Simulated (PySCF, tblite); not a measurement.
# C₃H₅O₃S−: a rotation path, then NMR shifts on frames

How do NMR shifts of C₃H₅O₃S− (`O=S(=O)([O-])C1CC1`) change as the atoms move?

Programs: tblite 0.8.0 and PySCF 2.14.0, with density-fitted response routines of our own. Each step states its level of theory. These are calculated values for one molecule in the gas phase, unless marked as measured. Atoms count from 0, in the outputs and in this text.

### 1 The molecule as given

12 atoms, charge -1, multiplicity 1; geometry from: GFN2-xTB.

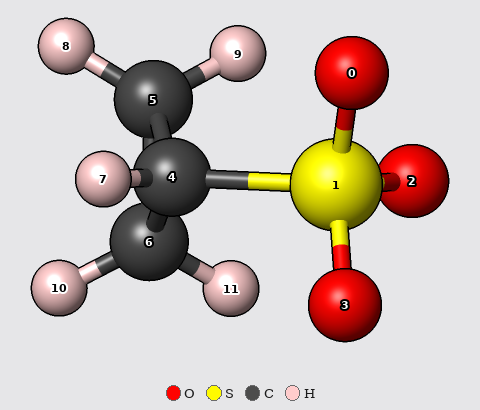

As it starts; oxygen red, sulfur yellow, carbon dark grey, hydrogen pink, atoms numbered.

### 2 A band between two rotamers with GFN2-xTB

What the job is given:

```
{"job": {"kind": "neb", "xc": "GFN2-xTB", "basis": "xTB", "atoms": [6, 4, 1, 3], "turn": 120}, "charge": -1, "multiplicity": 1}
O      1.755144     1.778249     0.604437
S      1.483447     0.573898    -0.178784
O      1.055007     0.844088    -1.550358
O      2.530700    -0.441102    -0.075404
C      0.035722    -0.179440     0.627417
C     -1.264645     0.340988     0.134442
C     -0.788062    -1.017140    -0.280639
H      0.195887    -0.439686     1.660924
H     -2.107795     0.419170     0.810654
H     -1.192988     1.130378    -0.597984
H     -1.296043    -1.893646     0.104028
H     -0.405176    -1.116444    -1.284760
```

With the program's defaults for keys left out, this is: GFN2-xTB climbing-image nudged elastic band, gas phase.

Started as:

```bash
> OMP_NUM_THREADS=1 python probes_run.py task.json out
```

The driver reads the jobs from task.json and runs them one after another.

The program printed:

```text
image   E - E0 / eV
  0      -0.0000
  1       0.0051
  2       0.0160
  3       0.0261
  4       0.0300
  5       0.0257
  6       0.0153
  7       0.0048
  8       0.0000
```

Wall time 6.6 s (1 thread, shared host).

The final band, with the dihedral C6–C4–S1–O3:

```csv
image,dihedral (°),energy (eV),energy (kcal/mol)
0,-87,0.000,0.0
1,-69,0.005,0.1
2,-54,0.016,0.4
3,-40,0.026,0.6
4,-25,0.030,0.7
5,-11,0.026,0.6
6,4,0.015,0.4
7,19,0.005,0.1
8,34,0.000,0.0
```

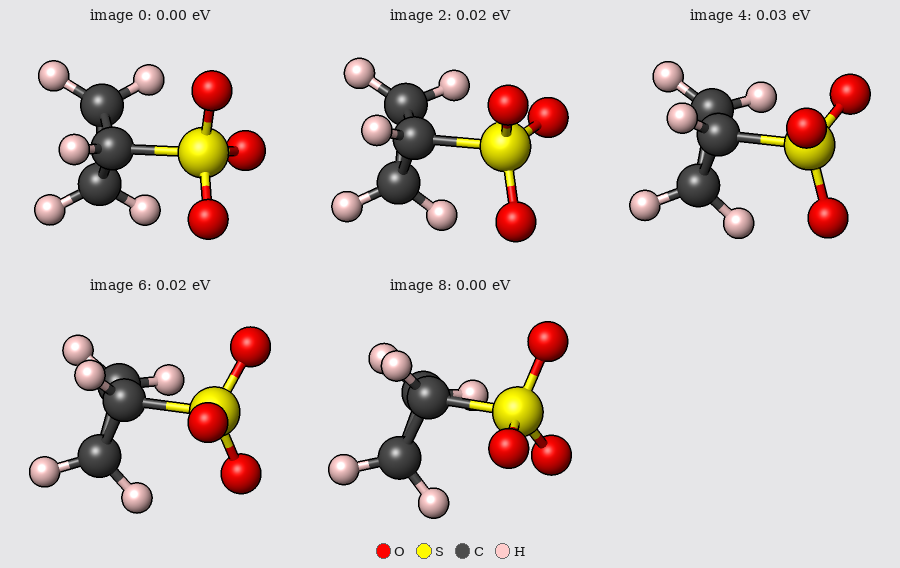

Images along the band.

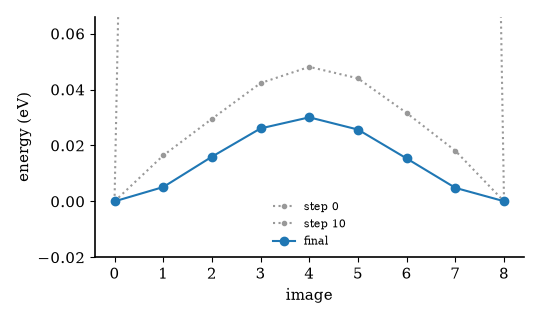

Energy along the band, early and final.

### 3 Nuclear shieldings: image 0, PBE0/pcSseg-1

What the job is given:

```
{"job": {"kind": "nmr", "xc": "PBE0", "basis": "pcSseg-1", "pop": false}, "charge": -1, "multiplicity": 1}
O      1.755100     1.778200     0.604400
S      1.483400     0.573900    -0.178800
O      1.055000     0.844100    -1.550400
O      2.530700    -0.441100    -0.075400
C      0.035700    -0.179400     0.627400
C     -1.264600     0.341000     0.134400
C     -0.788100    -1.017100    -0.280600
H      0.195900    -0.439700     1.660900
H     -2.107800     0.419200     0.810700
H     -1.193000     1.130400    -0.598000
H     -1.296000    -1.893600     0.104000
H     -0.405200    -1.116400    -1.284800
```

Level: GIAO PBE0/pcSseg-1 NMR shielding, non-relativistic, gas phase.

The program printed:

```text
coarse grid: 11240 points
cycle   1  E = -740.2324184801  dE =  1.882e+00  |g| = 1.302e+00  |ddm| = 3.489e+00
cycle   2  E = -739.7901562806  dE =  4.423e-01  |g| = 2.058e+00  |ddm| = 2.946e+00
cycle   3  E = -740.5275783118  dE = -7.374e-01  |g| = 1.873e-01  |ddm| = 1.999e+00
cycle   4  E = -740.5354123346  dE = -7.834e-03  |g| = 5.798e-02  |ddm| = 2.345e-01
cycle   5  E = -740.5361559786  dE = -7.436e-04  |g| = 1.568e-02  |ddm| = 5.650e-02
cycle   6  E = -740.5362061774  dE = -5.020e-05  |g| = 4.413e-03  |ddm| = 1.843e-02
cycle   7  E = -740.5362088967  dE = -2.719e-06  |g| = 2.268e-03  |ddm| = 5.322e-03
final grid: 105856 points
cycle   8  E = -740.6105468038  dE = -2.004e-05  |g| = 1.286e-02  |ddm| = 2.892e-02
cycle   9  E = -740.6105032660  dE =  4.354e-05  |g| = 1.957e-02  |ddm| = 2.812e-02
cycle  10  E = -740.6105791419  dE = -7.588e-05  |g| = 2.152e-03  |ddm| = 1.776e-02
cycle  11  E = -740.6105799859  dE = -8.440e-07  |g| = 3.707e-04  |ddm| = 1.970e-03
cycle  12  E = -740.6105800086  dE = -2.273e-08  |g| = 1.737e-04  |ddm| = 4.304e-04
cycle  13  E = -740.6105800139  dE = -5.360e-09  |g| = 4.085e-05  |ddm| = 1.573e-04
cycle  14  E = -740.6105800143  dE = -3.058e-10  |g| = 9.133e-06  |ddm| = 3.571e-05
converged SCF energy = -740.6105800143

GIAO shielding tensors (ppm)
atom      isotropic    diamagn.    paramagn.     s11        s22        s33       span
  0 O      117.463     401.715    -284.252     85.535    102.223    164.632     79.097
  1 S      187.053    1049.058    -862.004     50.790    239.622    270.747    219.957
  2 O      146.322     405.112    -258.790    111.710    131.036    196.220     84.510
  3 O      117.362     401.721    -284.359     85.364    102.149    164.571     79.207
  4 C      153.678     256.410    -102.732    109.707    137.305    214.022    104.315
  5 C      182.853     254.011     -71.157    157.663    173.311    217.586     59.923
  6 C      182.867     254.012     -71.145    157.635    173.312    217.653     60.018
  7 H       30.226      33.795      -3.570     25.342     28.010     37.324     11.982
  8 H       31.861      32.242      -0.381     26.175     27.308     42.099     15.924
  9 H       31.080      32.602      -1.522     24.349     30.069     38.822     14.473
 10 H       31.866      32.250      -0.384     26.180     27.313     42.106     15.926
 11 H       31.080      32.600      -1.520     24.351     30.068     38.822     14.472
```

Wall time 51 s (1 thread, shared host).

The references, computed at this level on geometries of the same kind, shield at (ppm): 1H TMS 31.72, 13C TMS 186.9, 17O H2O 336.1, 33S CS2 504. Their shielding less the atom's gives the shift. The references are single molecules in the gas phase, so shifts against H2O, NH3, PH3, H3PO4 or CFCl3 are not on the usual liquid scales and can be off by tens of ppm. Each atom is listed at this fixed geometry, with no averaging over motion; a spectrum would average atoms that exchange fast.

```csv
atoms,environment,σ (ppm),δ (ppm)
C4,three-membered-ring carbon,153.7,33.2
C5,three-membered-ring carbon,182.9,4.1
C6,three-membered-ring carbon,182.9,4.1
H7,hydrogen on a three-membered-ring carbon,30.23,1.49
H9,hydrogen on a three-membered-ring carbon,31.08,0.64
H11,hydrogen on a three-membered-ring carbon,31.08,0.64
H8,hydrogen on a three-membered-ring carbon,31.86,-0.14
H10,hydrogen on a three-membered-ring carbon,31.87,-0.15
O3,oxygen of an anionic S–O group,117.4,218.7
O0,oxygen of an anionic S–O group,117.5,218.6
O2,oxygen of an anionic S–O group,146.3,189.8
S1,sulfonyl sulfur,187,317
```

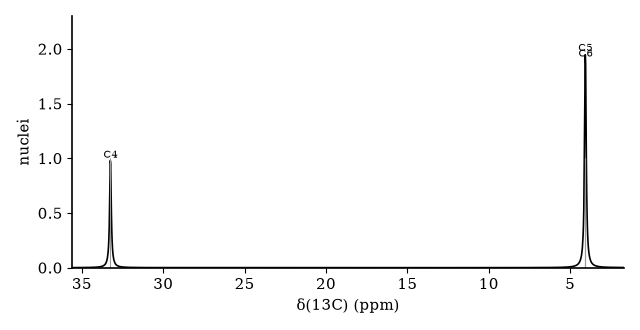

13C lines at the computed shifts, without couplings. Lines are broadened to a width of 0.12 ppm (Lorentzian).

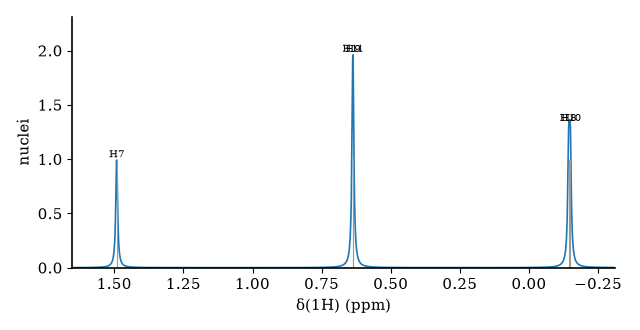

1H lines at the computed shifts, without couplings. Lines are broadened to a width of 0.01 ppm (Lorentzian).

Ring of atoms C4, C5, C6: NICS(0) -43.1, NICS(1) -9.7, NICS(1)zz -25.7 ppm (means of both faces).

In rings of three or four atoms NICS is ruled by the nearby σ bonds, so it says little on aromaticity.

Orbitals, density, ELF and potential are computed afterwards from the orbital file.

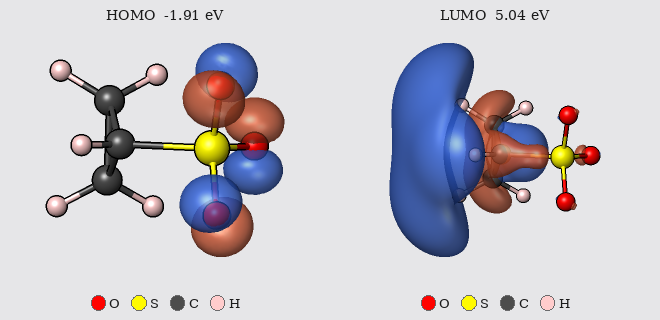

Frontier orbitals at PBE0/pcSseg-1; each surface holds 70 % of the orbital's density, blue and red mark the sign.

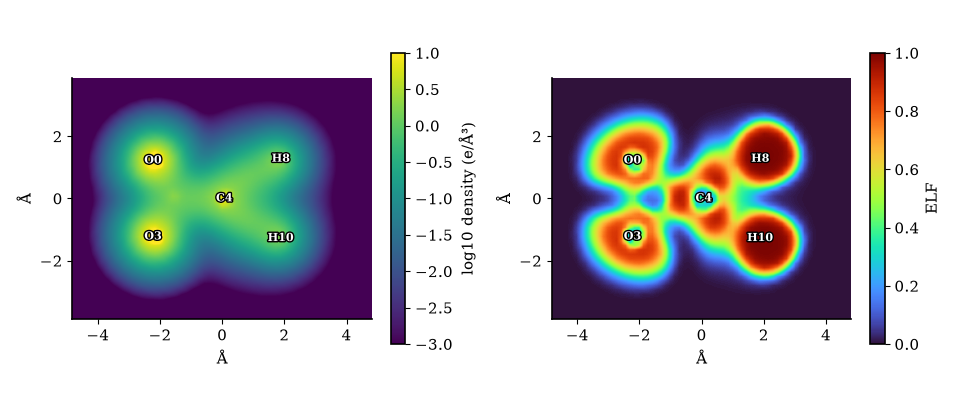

Density (left) and ELF (right) in a plane through or near 5 of the atoms.

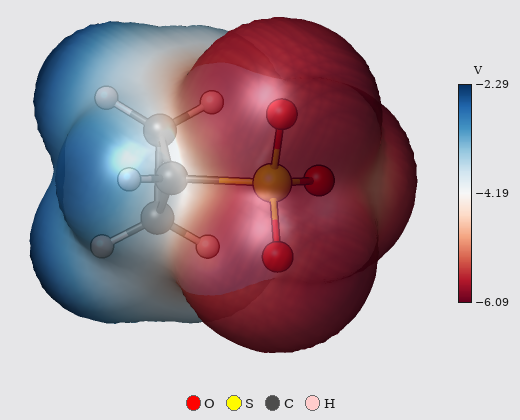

The potential that a unit positive charge feels on the 0.002 e/bohr³ surface, from the 1st to the 99th percentile, from -6.09 V near O3 to -2.29 V near H10.

### 4 NMR shieldings: image 2, PBE0/pcSseg-1

What the job is given:

```
{"job": {"kind": "nmr", "xc": "PBE0", "basis": "pcSseg-1", "pop": false}, "charge": -1, "multiplicity": 1}
O      2.096800     1.455100     0.843800
S      1.469200     0.613900    -0.174300
O      0.959300     1.356800    -1.326200
O      2.267200    -0.554000    -0.543600
C     -0.007600    -0.072800     0.651400
C     -1.298700     0.290400     0.012700
C     -0.720500    -1.076800    -0.179500
H      0.093400    -0.180000     1.719200
H     -2.189000     0.406900     0.620100
H     -1.213800     0.979800    -0.813600
H     -1.202400    -1.925800     0.291700
H     -0.252600    -1.294000    -1.127700
```

Method: GIAO PBE0/pcSseg-1 NMR shielding, non-relativistic, gas phase.

The program printed:

```text
coarse grid: 11240 points
cycle   1  E = -740.2293101638  dE =  1.880e+00  |g| = 1.303e+00  |ddm| = 3.487e+00
cycle   2  E = -739.7880723865  dE =  4.412e-01  |g| = 2.058e+00  |ddm| = 2.915e+00
cycle   3  E = -740.5246471509  dE = -7.366e-01  |g| = 1.882e-01  |ddm| = 1.977e+00
cycle   4  E = -740.5325797464  dE = -7.933e-03  |g| = 5.747e-02  |ddm| = 2.373e-01
cycle   5  E = -740.5333129920  dE = -7.332e-04  |g| = 1.534e-02  |ddm| = 5.596e-02
cycle   6  E = -740.5333627491  dE = -4.976e-05  |g| = 3.681e-03  |ddm| = 1.778e-02
cycle   7  E = -740.5333646504  dE = -1.901e-06  |g| = 1.964e-03  |ddm| = 4.474e-03
final grid: 105856 points
cycle   8  E = -740.6078354006  dE = -2.237e-05  |g| = 1.221e-02  |ddm| = 2.671e-02
cycle   9  E = -740.6077978288  dE =  3.757e-05  |g| = 1.834e-02  |ddm| = 2.695e-02
cycle  10  E = -740.6078646110  dE = -6.678e-05  |g| = 2.016e-03  |ddm| = 1.691e-02
cycle  11  E = -740.6078653531  dE = -7.421e-07  |g| = 3.503e-04  |ddm| = 1.834e-03
cycle  12  E = -740.6078653731  dE = -1.992e-08  |g| = 1.715e-04  |ddm| = 4.052e-04
cycle  13  E = -740.6078653782  dE = -5.190e-09  |g| = 4.214e-05  |ddm| = 1.549e-04
cycle  14  E = -740.6078653786  dE = -3.290e-10  |g| = 9.277e-06  |ddm| = 3.663e-05
converged SCF energy = -740.6078653786

GIAO shielding tensors (ppm)
atom      isotropic    diamagn.    paramagn.     s11        s22        s33       span
  0 O      117.221     401.332    -284.111     89.530     98.495    163.638     74.109
  1 S      190.396    1049.026    -858.630     49.224    248.147    273.817    224.593
  2 O      133.910     404.374    -270.464     99.147    115.278    187.305     88.158
  3 O      110.261     402.565    -292.304     77.236     94.561    158.987     81.751
  4 C      151.851     256.512    -104.661    107.318    130.585    217.651    110.333
  5 C      178.673     254.008     -75.335    150.259    171.676    214.083     63.823
  6 C      182.122     253.616     -71.495    154.913    174.285    217.167     62.253
  7 H       29.995      33.958      -3.963     24.602     28.317     37.065     12.463
  8 H       31.660      32.202      -0.541     26.040     27.105     41.836     15.796
  9 H       30.550      32.586      -2.036     23.806     29.526     38.318     14.512
 10 H       31.778      32.222      -0.444     26.250     27.260     41.825     15.575
 11 H       31.400      32.580      -1.179     25.428     29.776     38.997     13.569
```

Wall time 34 s (1 thread, shared host).

Key values: δ C4 35.1, C5 8.3, C6 4.8, O3 225.8, H7 1.72, H9 1.17 ppm.

[end of part 1 of 2]
